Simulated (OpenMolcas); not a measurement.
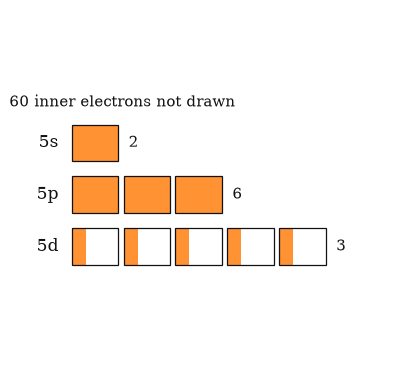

Fig. 1: The outer shells of the leading configuration of the lowest level: a box for each of the 2l + 1 orbitals, shaded by the share of the shell that is filled, with the electron count at the right.

## Multiconfigurational calculation: Ta²⁺ (part 1 of 2)

Ta²⁺. Computed at this level: state-averaged CASSCF, active space 3 electrons in the shells 5d 6d, basis ANO-R2, X2C scalar Hamiltonian, spin-orbit coupling by RASSI with atomic mean-field integrals (OpenMolcas).

### Results in brief

- outcome: converged
- lowest level: 5d³ ⁴F₃/₂
- first excited level: 5d³ ⁴F₅/₂, 2,431 cm⁻¹
- energy of the lowest spin-free term: −15599.44971 hartree
- energy of the lowest spin-orbit level: −15599.47426 hartree
- largest spread among components of a term: 0.0 cm⁻¹
- hardware: 1 CPU thread, shared host
- wall time: 32 s

### Remarks

Without dynamic correlation the splittings between terms come out too large, often by 20 to 50 %. Limits: extra active shells serve correlation only, their own levels not computed; only configurations of the active space are included.

### Input
```
&GATEWAY
Coord
1

Ta 0.0 0.0 0.0
Basis=ANO-R2
Group=XYZ
NoMove
AngMom=0.0 0.0 0.0
AMFI
&SEWARD
&RASSCF
FileOrb=start.orb
Symmetry=1
Spin=4
nActEl=3 0 0
Inactive=15 19
Ras2=5 0
CIRoot=10 10 1
SDav=10
CIMx=300
Iter=120 100
PrWF=0.3
OrbListing=Nothing
MaxOrb=0
Atom
>>> COPY $Project.JobIph JOBPRE
&RASSCF
FileOrb=start.orb
Symmetry=1
Spin=4
nActEl=3 0 0
Inactive=15 19
Ras2=10 0
CIRoot=10 10 1
SDav=120
CIMx=300
Iter=120 100
PrWF=0.3
OrbListing=Nothing
MaxOrb=0
Atom
>>> COPY $Project.JobIph JOB001
&RASSCF
FileOrb=start.orb
Symmetry=1
Spin=2
nActEl=3 0 0
Inactive=15 19
Ras2=10 0
CIRoot=40 40 1
SDav=330
CIMx=300
Iter=120 100
PrWF=0.3
OrbListing=Nothing
MaxOrb=0
Atom
>>> COPY $Project.JobIph JOB002
&RASSI
NrOfJobIphs=2 10 40
1 2 3 4 5 6 7 8 9 10
1 2 3 4 5 6 7 8 9 10 11 12 13 14 15 16 17 18 19 20 21 22 23 24 25 26 27
28 29 30 31 32 33 34 35 36 37 38 39 40
IphNames
JOB001
JOB002
EJob
SpinOrbit
DIPRint=1.0
SOCoupling=1000.0
Subsets=2
MEES
Property=10
'ANGMOM' 1 'ANGMOM' 2 'ANGMOM' 3 'MLTPL  1' 1 'MLTPL  1' 2 'MLTPL  1' 3
'AMFI' 1 'AMFI' 2 'AMFI' 3 'MLTPL  2' 6
SOProperty=3
'ANGMOM' 1 'ANGMOM' 2 'ANGMOM' 3
```

The file start.orb holds starting orbitals from an earlier step. A driver script formed the levels outside the program, from RASSI's spin-orbit matrix and the active-space energies, averaged over the components of each term or state.

### The program's output (extracts)
```
--- SEWARD ---
Basis set label: TA.ANO-R...8S6P5D3F1G.

      Electronic valence basis set:
      ------------------
      Associated Effective Charge  73.000000 au
      Associated Actual Charge     73.000000 au
      Nuclear Model: Finite nucleus - Gaussian distribution
        Gaussian exponent, Xi/bohr**(-2):  1.49593E+08

      Shell  nPrim  nBasis  Cartesian Spherical Contaminant
         s      25       8        X
         p      20       6        X
         d      15       5                 X
         f      10       3                 X
         g       4       1                 X
                  Relativistic X2C integrals
                  Atomic mean-field integrals
--- RASSCF ---
Wave function specifications:
      -----------------------------

      Number of closed shell electrons          68
      Number of electrons in active shells       3
      Max number of holes in RAS1 space          0
      Max nr of electrons in RAS3 space          0
      Number of inactive orbitals               34
      Number of active orbitals                 10
      Number of secondary orbitals              37
      Spin quantum number                      1.5
      State symmetry                             1
Orbital specifications:
      -----------------------

      Symmetry species                           1   2
                                                ag  au
      Frozen orbitals                            0   0
      Inactive orbitals                         15  19
      Active orbitals                           10   0
      RAS1 orbitals                              0   0
      RAS2 orbitals                             10   0
      RAS3 orbitals                              0   0
      Secondary orbitals                        17  20
      Deleted orbitals                           0   0
      Number of basis functions                 42  39
      Number of CSFs                           120
      Number of root(s) required                10
      Iter CI   SX   CI       RASSCF       Energy    max ROT     max BLB   max BLB  Level Ln srch  Step   QN
          iter iter root      energy       change     param      element    value   shift minimum  type update
 Nr of preliminary CI iterations:   1
      Total energies have been shifted. Add               -15000.00 au
        1   1    6    0  -599.43480107    0.00E+00  -2.73E-01*  16  29 1 -1.72E-03*  0.00   0.00    SX    NO
        2   1    7    0  -599.43592113   -1.12E-03*  9.90E-02   16  35 2  1.51E-03*  0.00   0.00    SX    NO
        3   1    7    0  -599.43606224   -1.41E-04*  4.01E-02   16  35 2 -1.89E-03*  0.00   0.00    SX    NO
        4   1    7    0  -599.43608390   -2.17E-05*  1.59E-02   16  35 2  2.04E-03*  0.00   0.00    SX    NO
        5   1    7    0  -599.43608797   -4.07E-06*  7.01E-03   16  35 2 -2.25E-03*  0.00   0.64    QN   YES
        6   1    6    0  -599.43609195   -3.98E-06*  4.36E-03   16  35 2 -1.40E-04*  0.00   1.14    QN   YES
        7   1    5    0  -599.43609216   -2.08E-07*  9.68E-04   17  23 2 -5.69E-05   0.00   1.15    QN   YES
        8   1    5    0  -599.43609217   -6.63E-09  -1.37E-04   17  23 2  2.72E-05   0.00   0.71    QN   YES
      Convergence after  8 iterations
        9   1    5    0  -599.43609217   -1.22E-09  -1.37E-04   17  23 2  1.75E-05   0.00   0.71    QN   YES
      Natural orbitals and occupation numbers for root  1
      sym 1:   0.061414   0.937597   0.998990   0.937571   0.061432   0.000070   0.000924   0.000994   0.000060   0.000949
      Natural orbitals and occupation numbers for root  2
      sym 1:   0.998969   0.804354   0.804394   0.194626   0.194662   0.001014   0.000174   0.000820   0.000783   0.000204
      Natural orbitals and occupation numbers for root  3
      sym 1:   0.907157   0.091853   0.091871   0.998986   0.907137   0.000896   0.000099   0.000913   0.000087   0.001001
::    RASSCF root number  1 Total energy: -15599.44970947
::    RASSCF root number  2 Total energy: -15599.44970947
::    RASSCF root number  3 Total energy: -15599.44970947
::    RASSCF root number  4 Total energy: -15599.44970947
::    RASSCF root number  5 Total energy: -15599.44970947
::    RASSCF root number  6 Total energy: -15599.44970947
::    RASSCF root number  7 Total energy: -15599.44970947
::    RASSCF root number  8 Total energy: -15599.40431847
::    RASSCF root number  9 Total energy: -15599.40431847
::    RASSCF root number 10 Total energy: -15599.40431847
--- RASSCF ---
Wave function specifications:
      -----------------------------

      Number of closed shell electrons          68
      Number of electrons in active shells       3
      Max number of holes in RAS1 space          0
      Max nr of electrons in RAS3 space          0
      Number of inactive orbitals               34
      Number of active orbitals                 10
      Number of secondary orbitals              37
      Spin quantum number                      0.5
      State symmetry                             1
Orbital specifications:
      -----------------------

      Symmetry species                           1   2
                                                ag  au
      Frozen orbitals                            0   0
      Inactive orbitals                         15  19
      Active orbitals                           10   0
      RAS1 orbitals                              0   0
      RAS2 orbitals                             10   0
      RAS3 orbitals                              0   0
      Secondary orbitals                        17  20
      Deleted orbitals                           0   0
      Number of basis functions                 42  39
      Number of CSFs                           330
      Number of root(s) required                40
      Iter CI   SX   CI       RASSCF       Energy    max ROT     max BLB   max BLB  Level Ln srch  Step   QN
          iter iter root      energy       change     param      element    value   shift minimum  type update
 Nr of preliminary CI iterations:   1
      Total energies have been shifted. Add               -15000.00 au
        1   1    7    0  -599.36789379    0.00E+00   1.33E-02   17  32 1  5.45E-03*  0.00   0.00    SX    NO
        2   1    7    0  -599.36826701   -3.73E-04*  1.99E-02   16  35 2  4.55E-03*  0.00   0.00    SX    NO
        3   1    7    0  -599.36827578   -8.77E-06*  1.14E-02   16  35 2 -6.08E-03*  0.00   0.00    SX    NO
        4   1    7    0  -599.36829721   -2.14E-05*  7.64E-03   16  35 2  6.93E-03*  0.00   0.00    SX    NO
        5   1    7    0  -599.36828657    1.06E-05*  1.64E-03   16  35 2 -7.53E-03*  0.00   0.46    SX   YES
        6   1    7    0  -599.36832127   -3.47E-05*  2.15E-03   16  35 2  3.52E-03*  0.00   0.69    QN   YES
        7   1    6    0  -599.36832912   -7.85E-06*  1.32E-03   17  23 2 -3.02E-04*  0.00   0.93    QN   YES
        8   1    5    0  -599.36832922   -9.99E-08*  8.64E-04   17  23 2  7.53E-05   0.00   1.01    QN   YES
        9   1    5    0  -599.36832924   -2.05E-08*  4.03E-04   17  23 2  1.93E-05   0.00   2.50    QN   YES
       10   1    3    0  -599.36832924   -2.08E-09   4.05E-06   17  23 2  2.77E-06   0.00   1.02    QN   YES
      Convergence after 10 iterations
       11   1    3    0  -599.36832924    3.64E-12   4.05E-06   17  23 2 -2.97E-06   0.00   1.02    QN   YES
      Natural orbitals and occupation numbers for root  1
      sym 1:   0.458643   0.599833   0.699299   0.549595   0.688244   0.001137   0.000742   0.000871   0.001084   0.000552
      Natural orbitals and occupation numbers for root  2
      sym 1:   0.471801   0.689273   0.690447   0.495885   0.648201   0.001127   0.000586   0.000946   0.001065   0.000668
      Natural orbitals and occupation numbers for root  3
      sym 1:   0.703104   0.558644   0.463682   0.582372   0.687813   0.000563   0.000849   0.001098   0.000738   0.001136
::    RASSCF root number  1 Total energy: -15599.40165088
::    RASSCF root number  2 Total energy: -15599.40165088
::    RASSCF root number  3 Total energy: -15599.40165088
::    RASSCF root number  4 Total energy: -15599.40165088
::    RASSCF root number  5 Total energy: -15599.40165088
::    RASSCF root number  6 Total energy: -15599.40165088
::    RASSCF root number  7 Total energy: -15599.40165088
::    RASSCF root number  8 Total energy: -15599.40165088
::    RASSCF root number  9 Total energy: -15599.40165088
::    RASSCF root number 10 Total energy: -15599.38678790
::    RASSCF root number 11 Total energy: -15599.38678790
::    RASSCF root number 12 Total energy: -15599.38678790
::    RASSCF root number 13 Total energy: -15599.38678790
::    RASSCF root number 14 Total energy: -15599.38678790
::    RASSCF root number 15 Total energy: -15599.38678790
::    RASSCF root number 16 Total energy: -15599.38678790
::    RASSCF root number 17 Total energy: -15599.38678790
::    RASSCF root number 18 Total energy: -15599.38678790
::    RASSCF root number 19 Total energy: -15599.38678790
::    RASSCF root number 20 Total energy: -15599.38678790
::    RASSCF root number 21 Total energy: -15599.38660726
::    RASSCF root number 22 Total energy: -15599.38660726
::    RASSCF root number 23 Total energy: -15599.38660726
::    RASSCF root number 24 Total energy: -15599.38102545
::    RASSCF root number 25 Total energy: -15599.38102545
::    RASSCF root number 26 Total energy: -15599.38102545
::    RASSCF root number 27 Total energy: -15599.38102545
::    RASSCF root number 28 Total energy: -15599.38102545
::    RASSCF root number 29 Total energy: -15599.34196086
::    RASSCF root number 30 Total energy: -15599.34196086
```

(Continued in part 2.)
